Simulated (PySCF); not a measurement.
The calculation's input:

```
{"job": {"kind": "nmr", "xc": "PBE0", "basis": "pcSseg-1"}, "charge": 1, "multiplicity": 1}
C      2.582715     0.017714    -0.033005
N      1.218820    -0.536899    -0.126324
C      0.273248     0.295309    -0.936989
C     -1.104351    -0.309593    -0.895895
C     -1.908908    -0.172328     0.368910
C     -2.303411     0.594580    -0.851008
H      3.218376    -0.630017     0.567110
H      2.550983     1.003289     0.427033
H      3.014035     0.110308    -1.027774
H      0.813475    -0.635739     0.814527
H      1.256481    -1.478860    -0.535670
H      0.655356     0.350604    -1.958207
H      0.261417     1.300606    -0.511546
H     -1.205282    -1.229775    -1.457030
H     -2.525199    -1.001292     0.676766
H     -1.484812     0.380029     1.194752
H     -2.138051     1.660118    -0.865441
H     -3.183651     0.288263    -1.391386
```

Run with:

```sh
OMP_NUM_THREADS=1 python probes_run.py task.json out
```

Geometry: GFN2-xTB.

Level of theory: PySCF, PBE0/pcSseg-1, SCF density, gas phase, non-relativistic.

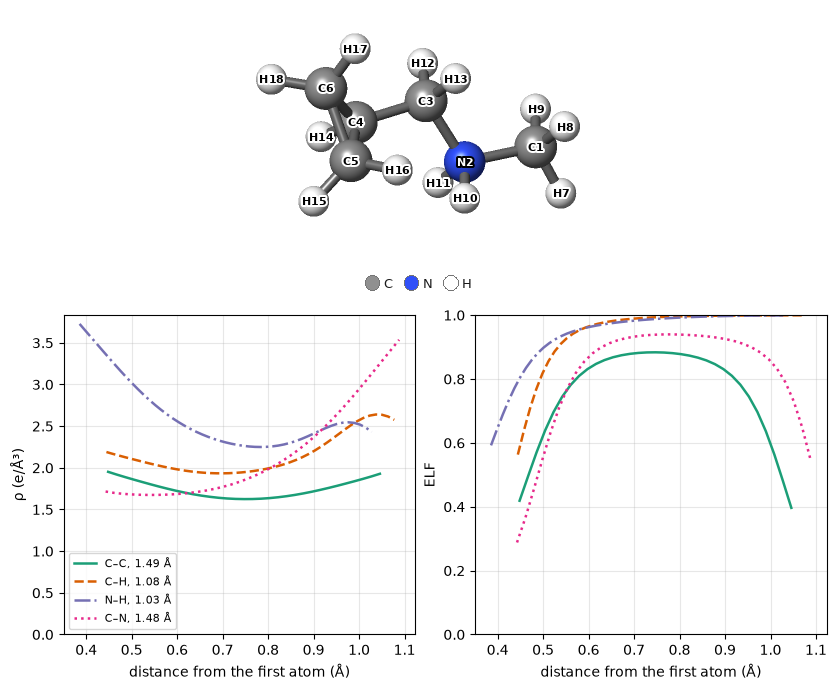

C₅H₁₂N (charge +1). Total electron density and electron localisation function along straight lines between neighbouring atoms. The curves leave out the atomic cores. The structure is drawn too.

**Compare the contacts.**

C–C (1.49 Å): the density is about 1.6 e/Å³ at the midpoint; the ELF peaks at about 0.90 between the atoms: a shared electron pair.
C–H (1.08 Å): ρ at the midpoint is about 2.1 e/Å³; the ELF climbs to about 1 towards the hydrogen, as it does in any bond to H: an ordinary covalent bond to hydrogen.
N–H (1.03 Å): ρ is about 2.9 e/Å³ halfway; the ELF climbs to about 1 towards the hydrogen (an ordinary covalent bond to hydrogen).
C–N (1.48 Å): ρ is about 1.8 e/Å³ halfway; the ELF peaks at about 0.95 between the atoms; localised, covalent bonding.
